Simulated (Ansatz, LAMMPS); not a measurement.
# Molecular dynamics of amorphous Ge (61 atoms)

Wanted: a short trajectory of amorphous Ge (61 atoms) with its pair distributions.

Main program and level: Ansatz 0.2.0; Kohn-Sham DFT, PBE, PAW (set soft_2), plane waves.

**1. The structure**

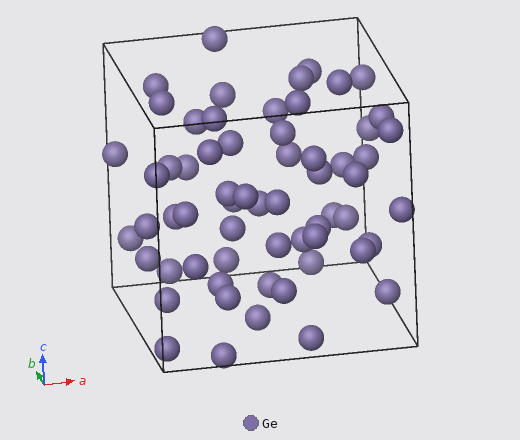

The cell as given, slightly off an axis (germanium purple). Some periodic images of atoms are drawn too.

The cell holds 61 atoms: 61 Ge. Cell: a = 11.099 Å, b = 11.099 Å, c = 11.099 Å, α = 90.0°, β = 90.0°, γ = 90.0°. 61 atoms (61 Ge) placed at random at 5.38 g/cm³, melted at 3500 K for 10 ps at fixed volume with the Tersoff potential (Tersoff, Phys. Rev. B 39, 5566 (1989)). Quenched from 3500 K to 100 K at 5 K/ps and fixed volume, held 5 ps, then minimised at fixed cell.

Before any run, some limits are plain. The quench rate of 5 K/ps far exceeds what a furnace or splat quench reaches, so expect more defects and frozen-in strain than in a real sample. The network of bonds at the start is that of the classical potential that made the cell. Only the Γ point is sampled, in a cell whose shortest periodic width is 11 Å.

**2. Single point at the start**

A single point comes first, to see the forces before anything moves.

The input, input.yaml:

```yaml
crystal:
  lattice:
    - [11.0988, 0.0, 0.0]
    - [0.0, 11.0988, 0.0]
    - [0.0, 0.0, 11.0988]
  atoms:
    - { symbol: Ge, position: [0.86395, 0.69006, 0.51904] }
    - { symbol: Ge, position: [0.18642, 0.78725, 0.1209] }
    - { symbol: Ge, position: [0.4683, 0.89072, 0.34933] }
    - { symbol: Ge, position: [0.54561, 0.61026, 0.08755] }
    [... 51 atom lines left out ...]
    - { symbol: Ge, position: [0.50707, 0.19342, 0.57593] }
    - { symbol: Ge, position: [0.29522, 0.93749, 0.48259] }
    - { symbol: Ge, position: [0.03969, 0.19299, 0.73673] }
    - { symbol: Ge, position: [0.96613, 0.39758, 0.80578] }
    - { symbol: Ge, position: [0.15545, 0.07651, 0.38932] }
    - { symbol: Ge, position: [0.17943, 0.57625, 0.41876] }
kpoints:
  mp_grid: { grid: [1, 1, 1] }
hamiltonian:
  xc: pbe
scf:
  occupations: { method: gaussian, width: 0.05 }
output:
  forces: true
```

Command:

```
$ ansatz run input.yaml --threads 4 --pin off --max-ram 8192MiB --backend cpu --events-out ev --progress --plain --runs-dir out
```

Run time: 19 s. Hardware: 4 threads of Arm Neoverse V2, shared host; peak memory 2 GiB; 70 s of CPU time.

Numbers from this run:

```
free energy            : -261977.8545 eV
free energy per atom   : -4294.7189 eV/atom
SCF cycles             : 10
r.m.s. force component : 0.2647 eV/Å
longest force          : 0.9231 eV/Å
Fermi energy           : 8.403 eV
```

The r.m.s. force component of 0.26 eV/Å sets the starting point.

Neighbours are counted within 2.93 Å (Ge-Ge).

Length of the force by element and coordination:

```
element  coordination  atoms  mean length of the force (eV/Å)  spread  least   most
     Ge           all     61                            0.416   0.192  0.116  0.923
     Ge             4     53                            0.396   0.182  0.116  0.923
     Ge             5      8                            0.552   0.200  0.190  0.883
```

**3. Dynamics at 300 K**

A Nosé–Hoover thermostat steers the temperature while disturbing the dynamics little. The time step is 2.0 fs.

Edit input.yaml of step 2 so:

```diff
@@ -15 +15,8 @@
   forces: true
+md:
+  timestep: 2.0
+  n_steps: 96
+  ensemble: nvt_nose_hoover
+  temperature: 300
+  initial_velocities: maxwell_boltzmann
+  seed: 2745
```

Run time: 18 min. Hardware: 4 threads; peak memory 2.2 GiB.

The program notes that it switched symmetry off.

The trajectory, sampled:

```
time (fs)  T (K)  potential (meV/atom)  conserved (meV/atom)
      0.0    300                   0.0                  0.00
     12.0    268                   4.1                  0.01
     26.0    191                  14.0                  0.03
     38.0    178                  16.0                  0.03
     52.0    245                   8.4                  0.02
     64.0    305                   1.9                  0.00
     76.0    312                   2.4                  0.01
     90.0    278                   8.1                  0.03
    102.0    276                   9.4                  0.03
    116.0    314                   5.6                  0.02
    128.0    342                   2.9                  0.01
    140.0    343                   3.4                  0.02
    154.0    323                   6.4                  0.02
    166.0    310                   8.1                  0.02
    180.0    312                   8.0                  0.02
    192.0    302                   9.3                  0.02
```

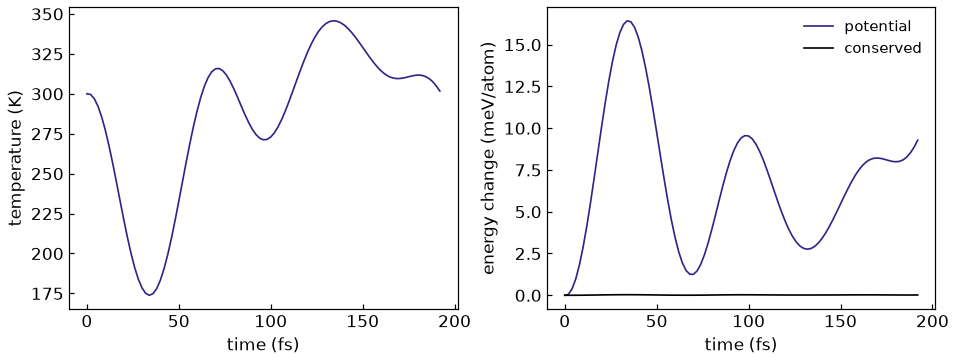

Temperature and energies against time.

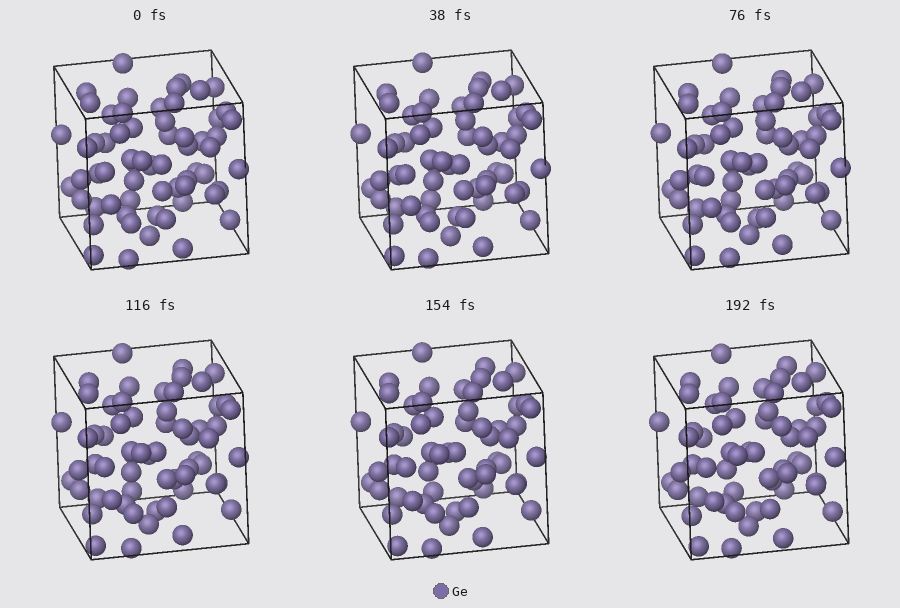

6 frames of the run.

Mean square displacement from the first frame to the last: Ge 0.14 Å².

The mean square displacement, Ge by time lag:

```
time lag (fs)  mean square displacement, Ge (Å²)
          2.0                             3.9e-5
          8.0                             6.1e-4
         16.0                            0.00242
         24.0                            0.00530
         28.0                            0.00710
         36.0                             0.0113
         44.0                             0.0162
         52.0                             0.0217
         60.0                             0.0275
         68.0                             0.0335
         72.0                             0.0365
         80.0                             0.0427
         88.0                             0.0488
         96.0                             0.0550
```

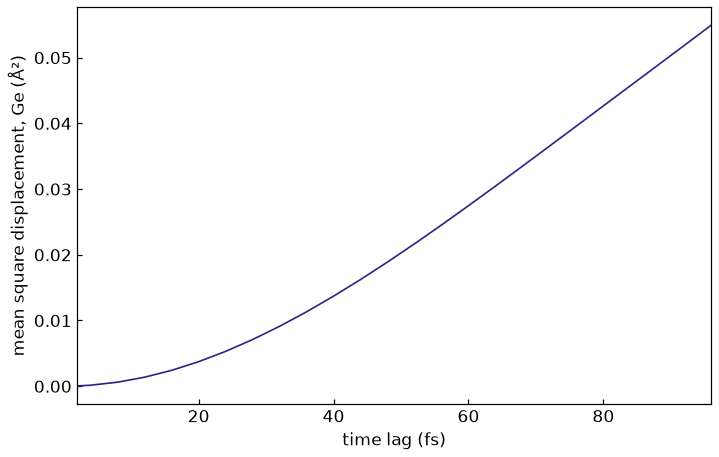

Mean square displacement, Ge against time lag.

Over the second half of 192 fs the temperature averages 315 K with swings of 21 K r.m.s. The conserved energy stays within 0.03 meV/atom. The atoms reach a mean square displacement of 0.14 Å² at the end; the farthest move is 0.84 Å. The count of bonds goes from 126 in the first frame to 125 in the last, by one set of cutoffs: 4 pairs passed out of them and 3 came within. The run spans 0.19 ps, too short for its means to be equilibrium values.

**4. Structure statistics late in the run**

The g(r) is a mean over the second half; what follows it is taken at the last frame.

Bonds before and after, by the cutoffs listed below:

```
 pair  bonds before  bonds after  mean before (Å)  mean after (Å)  spread before (Å)  spread after (Å)
Ge-Ge           126          125            2.488           2.498              0.077             0.104
```

Density 5.38 g/cm³, 22.41 Å³ an atom.

Mean of 14 frames. Pair distribution function in bins of 0.2 Å:

```
r (Å)  total
 2.30   0.70
 2.50   4.69
 2.70   0.36
 2.90   0.16
 3.10   0.10
 3.30   0.21
 3.50   0.77
 3.70   1.27
 3.90   1.96
 4.10   1.92
 4.30   1.21
 4.50   0.94
 4.70   0.73
 4.90   0.88
 5.10   0.81
 5.30   0.71
```

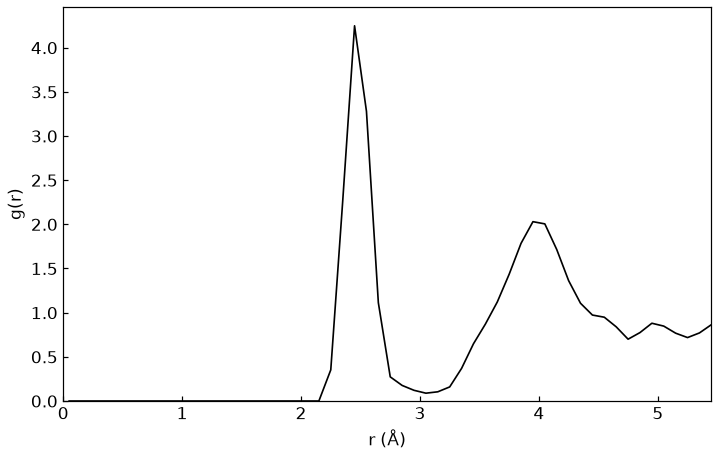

Pair distribution functions, lightly smoothed.

Bonds by pair of elements; cutoffs follow the first minimum of g(r), held within bounds set by covalent radii, and pairs that aren't listed don't count as bonded:

```
pair A-B  cutoff (Å)  bonds  mean length (Å)  spread (Å)  shortest (Å)  B about A  A about B
   Ge-Ge        3.02    125             2.50       0.104          2.35       4.10       4.10
```

How many atoms have how many bonded neighbours:

```
element  mean   4  5
     Ge  4.10  55  6
```

Bond angles (no mean is given where the spread exceeds 20°):

```
   angle  count  mean (°)  spread (°)
Ge-Ge-Ge    390       108        16.4
```

Bond length by coordination (bonds to H left out):

```
element  coordination  atoms  mean bond length (Å)
     Ge             4     55                  2.48
     Ge             5      6                  2.61
```

Rings of the network by King's shortest-path rule, up to 12 atoms, one path for each pair of neighbours; H, halogens, alkali and alkaline-earth atoms are left out, and the last column divides by all other atoms, bonded or not:

```
ring size (atoms)  rings  per network atom
                3      2             0.033
                4      5             0.082
                5     31             0.508
                6     49             0.803
                7     31             0.508
                8      1             0.016
```

The first peak of g(r) lies near 2.5 Å. With the cutoffs above, 90 % of Ge atoms have 4 bonded neighbours. The Ge-Ge-Ge angle averages 108° with a spread of 16°. Bonds at Ge atoms with 4 neighbours average 2.48 Å, against 2.61 Å at those with 5. Rings of 6 atoms are the most common (41 % of those counted); sizes run from 3 to 8.

**5. Single point at the last frame**

The last frame is solved once more, with the analyses that the dynamics left out.

The input, input.yaml:

```yaml
crystal:
  lattice:
    - [11.0988, 0.0, 0.0]
    - [0.0, 11.0988, 0.0]
    - [0.0, 0.0, 11.0988]
  atoms:
    - { symbol: Ge, position: [0.8464, 0.69887, 0.53095] }
    - { symbol: Ge, position: [0.20788, 0.79063, 0.11985] }
    - { symbol: Ge, position: [0.45726, 0.8759, 0.33333] }
    - { symbol: Ge, position: [0.53544, 0.60681, 0.05193] }
    [... 51 atom lines left out ...]
    - { symbol: Ge, position: [0.46449, 0.19946, 0.59258] }
    - { symbol: Ge, position: [0.27161, 0.91904, 0.45988] }
    - { symbol: Ge, position: [0.04815, 0.1864, 0.7424] }
    - { symbol: Ge, position: [0.96893, 0.3961, 0.80293] }
    - { symbol: Ge, position: [0.1735, 0.0767, 0.34068] }
    - { symbol: Ge, position: [0.13937, 0.57395, 0.417] }
kpoints:
  mp_grid: { grid: [1, 1, 1] }
hamiltonian:
  xc: pbe
scf:
  occupations: { method: gaussian, width: 0.05 }
output:
  forces: true
  stress: true
  populations: true
  dos:
    method: { smearing: { sigma: 0.08 } }
    de: 0.1
    projected: { site_lists: { Ge: [Ge] } }
  eigenvalues: true
  write_density: true
  write_potential: true
  volumetric_format: npy
  elf: true
```

The job ended after 36 s (4 threads; peak memory 2 GiB; 2.3 min of CPU time).

Numbers from this run:

```
free energy                                      : -261977.2881 eV
free energy per atom                             : -4294.7096 eV/atom
SCF cycles                                       : 12
pressure                                         : 4.735 GPa
r.m.s. force component                           : 0.4034 eV/Å
longest force                                    : 1.186 eV/Å
Fermi energy                                     : 8.41 eV
gap (highest filled to lowest empty level) : 0.4043 eV
spilling of the projection                       : 0.001671
```

Neighbours are counted within 3.02 Å (Ge-Ge), the cutoffs taken from the dynamics.

Length of the force by element and coordination:

```
element  coordination  atoms  mean length of the force (eV/Å)  spread   least   most
     Ge           all     61                            0.648   0.263  0.0884   1.19
     Ge             4     55                            0.646   0.268  0.0884   1.19
     Ge             5      6                            0.664   0.202   0.429  0.952
```

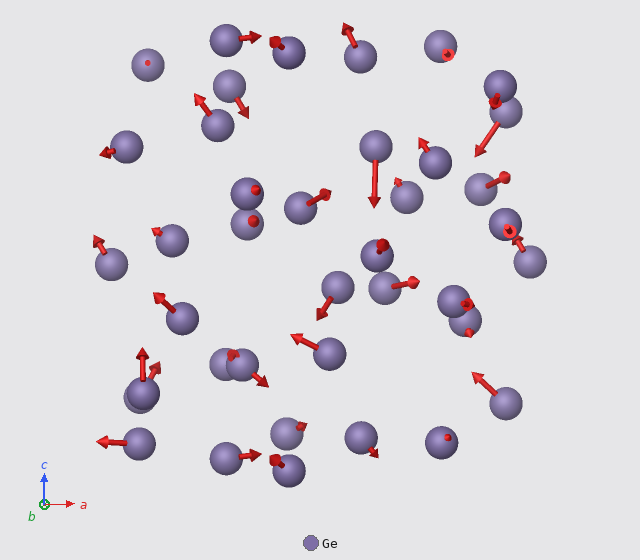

Forces as arrows; the longest in the cell is 1.19 eV/Å. Drawn is a slice 7 Å thick, seen along the normal of the ac plane.

The mean of these charges, 0.023 e, is only the charge that the projection spills.

Löwdin charges by element and coordination (they lack the spilled electrons, 0.023 e an atom on average):

```
element  coordination  atoms  mean charge (e)  spread    least    most
     Ge           all     61           0.0234  0.0233  -0.0205  0.0743
     Ge             4     55           0.0234   0.023  -0.0205  0.0743
     Ge             5      6           0.0233  0.0267   -0.015  0.0585
```

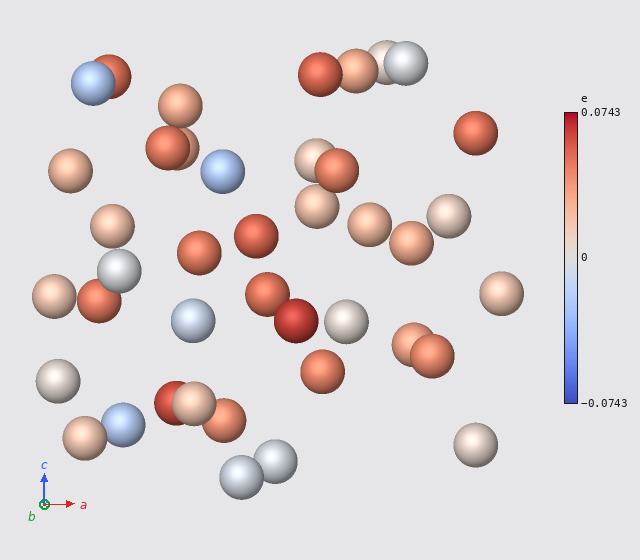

Atoms coloured by Löwdin charge. Drawn is a slice 7 Å thick, seen along the normal of the ac plane.

States in the cell by windows of 1 eV, zero at the Fermi level; the larger projections on atomic orbitals stand beside the total:

```
from (eV)  to (eV)  total  Ge p  Ge s
      -18      -13    0.0   0.0   0.0
      -13      -12    2.0   0.0   2.0
      -12      -11   12.2   3.2   8.9
      -11      -10   24.5   7.3  17.1
      -10       -9   15.3   4.9  10.3
       -9       -8   12.8   4.3   8.4
       -8       -7   19.8   7.5  12.2
       -7       -6   15.1   6.9   8.1
       -6       -5   14.8   8.3   6.4
       -5       -4   11.1   8.6   2.4
       -4       -3   26.4  24.4   1.9
       -3       -2   27.0  24.6   2.3
       -2       -1   39.9  36.7   2.9
       -1        0   23.1  20.7   2.0
        0        1   16.0  11.1   4.4
        1        2   26.1  18.1   6.5
        2        3   30.5  22.2   5.5
        3        4   35.9  26.6   5.0
        4        5   33.2  23.7   3.7
```

The curve was stored every 0.10 eV, coarse against its broadening of 0.08 eV, so these counts are rough.

Between -25 and -18 eV lie 610 more states.

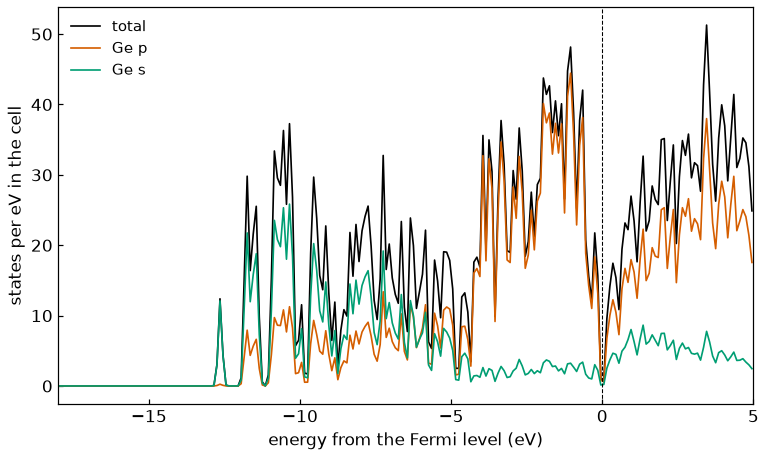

Total and projected density of states, with the broadening of the input.

The levels nearest the highest filled one (over half full), pooled over k-points and spins:

```
level less the highest filled one (eV)  occupation
                                -0.453           2
                                -0.442           2
                                -0.319           2
                                -0.192           2
                                -0.013           2
                                     0           2
                                 0.404           0
                                 0.543           0
                                 0.647           0
                                 0.821           0
                                 0.921           0
                                 0.996           0
```

Löwdin charges run from -0.02 to +0.07 e, about a mean that is the spilled charge alone. The largest share in the top eV of filled states is Ge p (92 % of the projected weight), and in the lowest eV of empty states Ge p (72 % of the projected weight).

**6. Outcome**

```yaml
mean_temperature_second_half: 315.4 K
temperature_swing_second_half: 20.68 K
slope_of_the_conserved_energy_against_time_by_least_squares: 0.0251 meV/atom/ps
free_energy_per_atom: -4294.7096 eV/atom
pressure: 4.735 GPa
r_m_s_force_component: 0.4034 eV/Å
spacing_of_highest_filled_and_lowest_empty_level: 0.4043 eV
wall_time_of_the_3_dft_runs: 19 min
```

**Reading.** Over the second half of 192 fs the temperature averages 315 K with swings of 21 K r.m.s. The conserved energy stays within 0.03 meV/atom. The count of bonds goes from 126 in the first frame to 125 in the last, by one set of cutoffs: 4 pairs passed out of them and 3 came within. The run spans 0.19 ps, too short for its means to be equilibrium values. With the cutoffs above, 90 % of Ge atoms have 4 bonded neighbours. The highest filled and lowest empty levels differ by 0.404 eV (at Γ alone); a semilocal functional tends to put such gaps too low. In a disordered cell it changes from sample to sample, and tail or defect levels can set it.

**Limits.** The network of bonds at the start is that of the classical potential that made the cell; in DFT 4 of its 126 bonded pairs passed out of the cutoffs and 3 came within them. The pressure of 4.7 GPa is that of one thermal frame at a volume set beforehand, without the kinetic term.

[Logs are printed without paths, hosts, clocks, repeated set-up lines and the standing remarks that a program may print on its own settings, such as how far it seeks lower states.]

[Hosts, paths, dates, database ids (printed as entryN), source tags and the programs' standing remarks are cut or masked in the printed files.]
